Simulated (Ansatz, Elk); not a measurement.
# Bonding as seen by X-rays: SiW

The structure of SiW used here is made up (a known structure type with other elements) and was relaxed beforehand with PBE. The aim is the Fourier transform of its all-electron density, F(hkl), set beside the sum over free spherical atoms that refinements use.

Main program and level: Elk 11.2.3 (patched build); DFT, PBE, all-electron APW+lo, Dirac cores, scalar-relativistic bands, static density, no spin.

The structure was built from a prototype and need not be the compound's stable phase.

### Step 1. Starting point

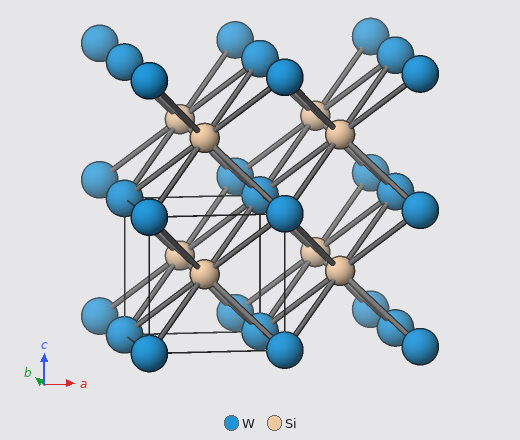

Start, viewed slightly off an axis; tungsten blue, silicon light orange. 2×2×2 cells are drawn. Some periodic images of atoms are drawn too.

### Step 2. Ground state and structure factors

An all-electron density is needed, since X-rays see the cores too. Task 0 finds the density and task 195 Fourier-transforms it; tshift is off so that phases refer to the origin typed.

elk.in

```
tasks
  0
  195

xctype
  20

spinpol
  .false.

rgkmax
  7.0

gmaxvr
  14.0

lmaxo
  7

lmaxapw
  8

swidth
  0.002

tshift
  .false.

ramdisk
  .false.

hmaxvr
  5.5

maxscl
  120

epspot
  1e-06

sppath
  './'

avec
  5.77620908366 -0.00000000000 -0.00000000000
  -0.00000000000 5.77620908366 0.00000000000
  -0.00000000000 0.00000000000 5.77620908366

atoms
  2
  'W.in'
  1
  0.0000000000 0.0000000000 -0.0000000000   0.000000 0.000000 0.000000
  'Si.in'
  1
  0.5000000000 0.5000000000 0.5000000000   0.000000 0.000000 0.000000

ngridk
  7 7 7
```

Command:

```bash
$ OMP_NUM_THREADS=4 elk
```

Numbers of over 12 decimals in the logs are rounded to 6 here.

Output:

```text
┌─────────────────────────┐
│ Elk code version 11.2.3 │
└─────────────────────────┘

All units are atomic (Hartree, Bohr, etc.)

┌─────────────────────────────────────────────────┐
│ Ground-state run starting from atomic densities │
└─────────────────────────────────────────────────┘

Lattice vectors :
   5.776209084      -0.000000000      -0.000000000
  -0.000000000       5.776209084       0.000000000
  -0.000000000       0.000000000       5.776209084

Reciprocal lattice vectors :
   1.087769715       0.000000000       0.000000000
   0.000000000       1.087769715       0.000000000
   0.000000000       0.000000000       1.087769715

Unit cell volume      :    192.7208558
Brillouin zone volume :    1.287095849

Muffin-tin inner radius fraction :   0.1000000000E-01

Nuclei treated as point charges

Species : 1 (W)
 parameters loaded from : W.in
 name : tungsten
 nuclear charge    :   -74.00000000
 electronic charge :    74.00000000
 atomic mass :    335119.8193
 muffin-tin radius :    2.773312530
 number of radial points in muffin-tin :   1393
 inner part over the whole radius :   0.9931184019E-02
 number on inner part of muffin-tin    :    999
 approximate nuclear radius :   0.1010025921E-03
 number of mesh points to nuclear radius :    520
 atomic positions (lattice), magnetic fields (Cartesian) :
  1 :   0.00000000  0.00000000  0.00000000    0.00000000  0.00000000  0.00000000

Species : 2 (Si)
 parameters loaded from : Si.in
 name : silicon
 nuclear charge    :   -14.00000000
 electronic charge :    14.00000000
 atomic mass :    51196.73458
 muffin-tin radius :    2.179031274
 number of radial points in muffin-tin :    793
 inner part over the whole radius :   0.9928403768E-02
 number on inner part of muffin-tin    :    553
 approximate nuclear radius :   0.5963282101E-04
 number of mesh points to nuclear radius :    246
 atomic positions (lattice), magnetic fields (Cartesian) :
  1 :   0.50000000  0.50000000  0.50000000    0.00000000  0.00000000  0.00000000

Total number of atoms per unit cell :    2
Total muffin-tin volume :    132.6870556
 ratio of muffin-tin to unit cell volume :   0.6884934952

Spin treatment :
 spin-unpolarised

Number of Bravais lattice symmetries :   48
Number of crystal symmetries         :   48
Crystal has inversion symmetry
Real symmetric eigensolver will be used

k-point grid :      7     7     7
k-point offset :    0.000000000       0.000000000       0.000000000
k-point set is reduced with full crystal symmetry group
Total number of k-points :       20

Muffin-tin radius times maximum |G+k| :    7.000000000
 using average radius
Maximum |G+k| for APW functions       :    2.826944282
Maximum (1/2)|G+k|²                   :    3.995806987
Maximum |G| for potential and density :    14.00000000
Constant for pseudocharge density :   10
 order of it for each species :   17  17
 order of it for pair densities of each species (exact exchange by exxq0 0: 18) :   12   6
Radial integration step length :    1

G-vector grid sizes :     27    27    27
Number of G-vectors :     8925

Maximum angular momentum used for
 APW functions            :    8
 outer part of muffin-tin :    7
 inner part of muffin-tin :    2

Total nuclear charge    :   -88.00000000
Total core charge       :    56.00000000
Total valence charge    :    32.00000000
Total excess charge     :    0.000000000
Total electronic charge :    88.00000000

Effective Wigner radius, rₛ :   0.8055994197

Number of empty states         :      8
Total number of valence states :     25
Total number of core states    :     56

Third-order local-orbitals added for an l without core states : T
Total number of local-orbitals :     43

Exchange-correlation functional :     20     0     0
 Perdew-Burke-Ernzerhof, Phys. Rev. Lett. 77, 3865 (1996)
 gradient requirement :    1
 generalised gradient approximation (GGA)

Smearing type :    3
 Fermi-Dirac
Smearing width :   0.2000000000E-02
Effective electronic temperature (K) :    631.5500496

Mixing type :    3
[...]
xc potential                :     -449.45010729578
 exchange                    :     -340.99624221341
 correlation                 :     -5.088580
 electron entropic           :    -0.99827626409645E-03
 total energy                :     -16456.995103413

Density of states at Fermi energy :    85.55818844
 (states/Hartree/unit cell)

Estimated indirect band gap :   0.8448332008E-02
 from k-point 10 to k-point 16
Estimated direct band gap   :   0.2254979436E-01
 at k-point 18

Charges :
 core                        :    56.00000000
 valence                     :    32.00000000
 interstitial                :    2.644009167
 muffin-tins (core leakage)
  species : 1 (W)
   atom 1                    :    72.94177751     ( -0.2063000153E-06)
  species : 2 (Si)
   atom 1                    :    12.41421332     (  0.1581059230E-02)
 total in muffin-tins        :    85.35599083
 total calculated charge     :    87.99767105
 total charge                :    88.00000000
 error                       :   0.2328951935E-02

RMS change in Kohn-Sham potential (target) :   0.3928762626     (  0.1000000000E-05)
Absolute change in total energy (target)   :   0.3753611383     (  0.1000000000E-03)

[... loops 3 to 13 left out ...]

┌──────────────────┐
│ Loop number : 14 │
└──────────────────┘

Energies :
 Fermi                       :     0.440808
 sum of occupied eigenvalues :     -10049.216030805
 electron kinetic            :      18505.070122948
 core electron kinetic       :      17859.486816236
 Coulomb                     :     -34614.882588300
 Coulomb potential           :     -28101.484723814
 nuclear-nuclear             :     -1536.8871155562
 electron-nuclear            :     -38087.744152491
 Hartree                     :      5009.7486797474
 Madelung                    :     -20564.140226393
 xc potential                :     -452.80142993965
 exchange                    :     -341.25803766313
 correlation                 :     -5.089515
 electron entropic           :    -0.84163559962048E-03
 total energy                :     -16456.160859215

Density of states at Fermi energy :    70.69059307
 (states/Hartree/unit cell)

Estimated indirect band gap :   0.2478610589E-02
 from k-point 14 to k-point 11
Estimated direct band gap   :   0.2251004135E-01
 at k-point 15

Charges :
 core                        :    56.00000000
 valence                     :    32.00000000
 interstitial                :    2.517913233
 muffin-tins (core leakage)
  species : 1 (W)
   atom 1                    :    73.18032612     ( -0.2129292369E-06)
  species : 2 (Si)
   atom 1                    :    12.30176065     (  0.1512959110E-02)
 total in muffin-tins        :    85.48208677
 total calculated charge     :    87.99768609
 total charge                :    88.00000000
 error                       :   0.2313914410E-02

RMS change in Kohn-Sham potential (target) :   0.4583524551E-07 (  0.1000000000E-05)
Absolute change in total energy (target)   :   0.4005698429E-04 (  0.1000000000E-03)

Convergence targets achieved

┌──────────────────┐
│ Loop number : 15 │
└──────────────────┘

Energies :
 Fermi                       :     0.440808
 sum of occupied eigenvalues :     -10049.216028529
 electron kinetic            :      18505.070129594
 core electron kinetic       :      17859.486821655
 Coulomb                     :     -34614.882593550
 Coulomb potential           :     -28101.484726987
 nuclear-nuclear             :     -1536.8871155562
 electron-nuclear            :     -38087.744159905
 Hartree                     :      5009.7486819117
 Madelung                    :     -20564.140230057
 xc potential                :     -452.80143113646
 exchange                    :     -341.25803773717
 correlation                 :     -5.089515
 electron entropic           :    -0.84163547455376E-03
 total energy                :     -16456.160857893

Density of states at Fermi energy :    70.69058033
 (states/Hartree/unit cell)

Estimated indirect band gap :   0.2478612490E-02
 from k-point 14 to k-point 11
Estimated direct band gap   :   0.2251003970E-01
 at k-point 15

Charges :
 core                        :    56.00000000
 valence                     :    32.00000000
 interstitial                :    2.517913212
 muffin-tins (core leakage)
  species : 1 (W)
   atom 1                    :    73.18032623     ( -0.2129303311E-06)
  species : 2 (Si)
   atom 1                    :    12.30176056     (  0.1512959093E-02)
 total in muffin-tins        :    85.48208679
 total calculated charge     :    87.99768609
 total charge                :    88.00000000
 error                       :   0.2313914435E-02

┌──────────────────────────────┐
│ Self-consistent loop stopped │
└──────────────────────────────┘

Warning : core states of species 2 leak from the muffin-tin :   0.1512959093E-02

Wrote STATE.OUT
```

Elapsed: 7 s, on 4 threads of Arm Neoverse V2, shared host; peak memory 0.15 GiB.

SFACRHO.OUT:

```text

h k l indices transformed by vhmat matrix:
   1.000000000       0.000000000       0.000000000    
   0.000000000       1.000000000       0.000000000    
   0.000000000       0.000000000       1.000000000    

      h      k      l  multipl.   |H|            Re(F)            Im(F)           |F|

      0      0      0      1   0.0000000       87.999999      0.16362643E-16   87.999999    
     -1      0      0      6   1.0877697       54.599647     -0.53738403E-14   54.599647    
      0     -1      1     12   1.5383387       69.133019      0.10405327E-14   69.133019    
     -1     -1      1      8   1.8840724       48.120403     -0.47625221E-14   48.120403    
     -2      0      0      6   2.1755394       61.553186      0.90122666E-14   61.553186    
      1      0      2     24   2.4323270       43.760657      0.16282097E-13   43.760657    
      1      1      2     24   2.6644808       56.330226     -0.16426745E-13   56.330226    
      0     -2      2     12   3.0766774       52.212699      0.15335662E-14   52.212699    
     -1     -2      2     24   3.2633091       37.772388     -0.92156433E-14   37.772388    
      0     -3      0      6   3.2633091       37.806249     -0.13501442E-13   37.806249    
     -3      0      1     24   3.4398299       48.846254      0.12233036E-13   48.846254    
     -3     -1     -1     24   3.6077240       35.695676     -0.13890106E-13   35.695676    
      2     -2      2      8   3.7681448       45.998884     -0.13467522E-14   45.998884    
      2      3      0     24   3.9220095       33.947239      0.12876868E-13   33.947239    
     -1      2      3     48   4.0700616       43.572274     -0.11786593E-13   43.572274    
      0      4      0      6   4.3510789       41.460450     -0.10988845E-13   41.460450    
     -2      2      3     24   4.4849894       31.139157      0.10017031E-13   31.139157    
      4      0      1     24   4.4849894       31.148804      0.11162774E-13   31.148804
```

Elk indexes on the primitive cell of elk.in and gives |H| = 4π sin θ/λ in inverse bohr. Below, one row stands for each form hkl of the conventional cell (m members, Friedel mates merged), F is for one primitive cell and the density is static (no thermal factor). Free-atom factors are Waasmaier and Kirfel's, and R is Σm||F|−|F'||/Σm|F|.

```
hkl   m  sin θ/λ (Å⁻¹)  abs F, DFT  neutral atoms   diff.
100   6          0.164      54.600         54.699  -0.100
110  12          0.231      69.133         69.412  -0.279
111   8          0.283      48.120         48.276  -0.155
200   6          0.327      61.553         61.709  -0.156
210  24          0.366      43.761         43.756  +0.005
211  24          0.401      56.330         56.348  -0.018
220  12          0.463      52.213         52.215  -0.002
221  24          0.491      37.772         37.807  -0.035
300   6          0.491      37.806         37.807  -0.001
310  24          0.517      48.846         48.872  -0.026
311  24          0.542      35.696         35.740  -0.044
222   8          0.567      45.999         46.073  -0.074
320  24          0.590      33.947         34.021  -0.073
321  48          0.612      43.572         43.666  -0.094
400   6          0.654      41.461         41.556  -0.095
322  24          0.674      31.139         31.241  -0.101
410  24          0.674      31.149         31.241  -0.092
411  24          0.694      39.577         39.677  -0.101
330  12          0.694      39.575         39.677  -0.103
331  24          0.713      29.978         30.072  -0.094
420  24          0.732      37.896         37.988  -0.092
421  48          0.750      28.928         29.010  -0.082
```

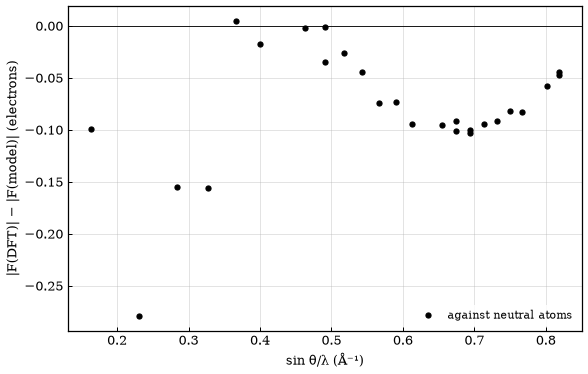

Difference between the calculated structure factors and the independent-atom ones.

### Step 3. The highest occupied states alone

An energy window below the Fermi level keeps the highest occupied states, to see at which angles they scatter; shallow core shells can lie inside it and anion s states outside. No new self-consistency is needed.

elk.in, as its differences from that of step 2:

```diff
@@ -1,3 +1,2 @@
 tasks
-  0
   195
@@ -40,2 +39,5 @@
 
+wsfac
+  -0.000180 0.740810
+
 sppath
```

Command:

```bash
$ OMP_NUM_THREADS=4 elk
```

Output:

```text
┌─────────────────────────────────┐
│ Elk code version 11.2.3 started │
└─────────────────────────────────┘

Info(readinput): the functional depends on the density's gradient
 muffin-tin radial points multiplied by    2.00000
 (not where nrmtscf is given)

┌────────────────────┐
│ Current task : 195 │
└────────────────────┘
Info(checkmt): changed muffin-tin radius of species 1 (W) from   2.8000 to   2.7733
Info(checkmt): changed muffin-tin radius of species 2 (Si) from   2.2000 to   2.1790

Info(sfacrho): density structure factors written to SFACRHO.OUT

 Energy window :  -0.1800000000E-03  0.7408100000

┌──────────────────┐
│ Elk code stopped │
└──────────────────┘
```

Run time: 2.3 s. Hardware: 4 threads; peak memory 0.16 GiB; 3.7 s of CPU time.

States within 12 eV below the Fermi level hold 9.96 electrons; any levels below the window count with the cores. Their amplitudes can exceed the total, where window and core parts have opposite phase:

```
hkl  sin θ/λ (Å⁻¹)  abs F, window  abs F, all
100          0.164          0.653      54.600
110          0.231          0.634      69.133
111          0.283          0.195      48.120
200          0.327          0.081      61.553
210          0.366          0.125      43.761
211          0.401          0.074      56.330
220          0.463          0.034      52.213
221          0.491          0.094      37.772
300          0.491          0.059      37.806
310          0.517          0.012      48.846
```

[end of part 1 of 2]

[Logs are printed without paths, hosts, clocks, repeated set-up lines and the standing remarks that a program may print on its own settings, such as how far it seeks lower states.]

[Hosts, paths, dates, database ids (printed as entryN), source tags and the programs' standing remarks are cut or masked in the printed files.]
